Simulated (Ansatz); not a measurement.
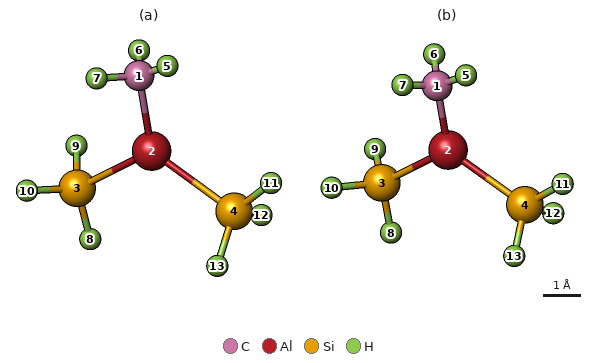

The structure of CH$_{9}$AlSi$_{2}$ before (left) and after (right) a relaxation, at one scale.

The picture is a ball-and-stick view, seen at a tilt.

The calculation used RKS B97/def2-mTZVP (Ansatz).

The input:
```yaml
crystal:
  periodic: [false, false, false]
  atoms:
    - {symbol: C, position_ang: [-0.914428, 2.174064, -1.042012]}
    - {symbol: Al, position_ang: [-0.088068, 0.168280, -0.123188]}
    - {symbol: Si, position_ang: [2.000886, 0.260648, 1.746766]}
    - {symbol: Si, position_ang: [-0.920047, -2.367002, -0.936262]}
    - {symbol: H, position_ang: [-1.647138, 2.027743, -1.681524]}
    - {symbol: H, position_ang: [-1.367391, 2.619642, -0.273299]}
    - {symbol: H, position_ang: [0.103178, 2.852621, -1.497591]}
    - {symbol: H, position_ang: [2.457298, -1.159636, 2.329704]}
    - {symbol: H, position_ang: [1.243629, 1.012674, 3.154372]}
    - {symbol: H, position_ang: [3.194889, 1.089888, 1.182098]}
    - {symbol: H, position_ang: [-2.098592, -2.181511, -1.965968]}
    - {symbol: H, position_ang: [-1.553392, -3.055138, 0.236154]}
    - {symbol: H, position_ang: [0.350948, -3.224834, -1.524112]}
basis:
  gaussian: {orbitals: def2-mTZVP}
hamiltonian: {xc: {name: B97}}
relax: {f_tol: 0.0001, max_steps: 3}
```

Launched with:
```bash
ansatz run in.yaml --threads 2 --pin off --events-out ev --progress --plain --max-ram 22528MiB --backend cpu
```

Q: Summarise the run.

A: The relaxation stopped without meeting its thresholds, so the last structure isn't shown to be converged. The input was poor on purpose: steps. After 2 geometry steps the energy has fallen by 68.7 kcal/mol. Largest force component: 8.3 eV/Å at the start, 0.34 eV/Å at the end. The largest move after the best rigid fit is that of H7, 0.35 Å. By element the largest moves are H 0.35 Å, C 0.31 Å, Si 0.26 Å, Al 0.05 Å. Some distances before and after: C1–Al2 2.356 → 2.014 Å, Si3–H9 1.766 → 1.478 Å, Al2–Si3 2.805 → 2.562 Å, Al2–Si4 2.789 → 2.578 Å. Among the angles between lasting bonds that change: H5–C1–H7 115.5° → 105.5°, H11–Si4–H13 114.0° → 105.5°, H6–C1–H7 113.0° → 104.6°.
